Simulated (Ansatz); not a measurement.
Cell of WS2 on BP-ML (WS2 trigonal-prismatic (1H); BP-ML is planar boron phosphide; facing atoms over hollows or bridges; BP-ML a predicted or substrate-bound sheet, here free; layers strained to one cell), with its geometry taken from a PBE+D3(BJ) run:

```yaml
crystal:
  lattice:
    - [3.20577, 0.00000, 0.00000]
    - [-1.60289, 2.77628, 0.00000]
    - [0.00000, 0.00000, 24.49000]
  atoms:
    - { symbol: B, position: [0.33333, 0.66667, 0.37104] }
    - { symbol: P, position: [0.66667, 0.33333, 0.37182] }
    - { symbol: S, position: [0.00000, 0.00000, 0.50213] }
    - { symbol: W, position: [0.33333, 0.66667, 0.56575] }
    - { symbol: S, position: [0.00000, 0.00000, 0.62944] }
```

Method: HSE06 (plane waves to 420 eV, PAW; Ansatz, an electronic-structure program). Spin–orbit coupling is left out. Its k-point mesh 9×9×1, Fermi–Dirac width 0.01 eV. HSE06 ran on meshes of its own (9×9×1); its edges and gaps are taken over the mesh and over extra points off it, mostly where PBE has its edges. A dipole correction is on.

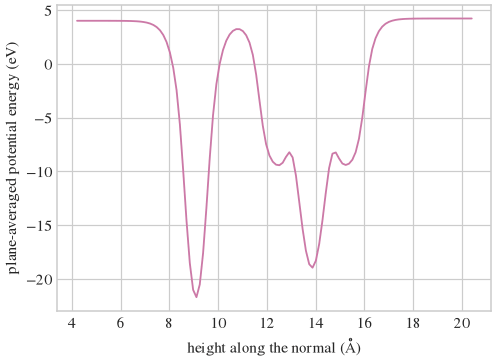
*Smooth (PAW) electrostatic potential energy of an electron, averaged over planes, about its mean*

The curve spans 25.9 eV over the stretch drawn.
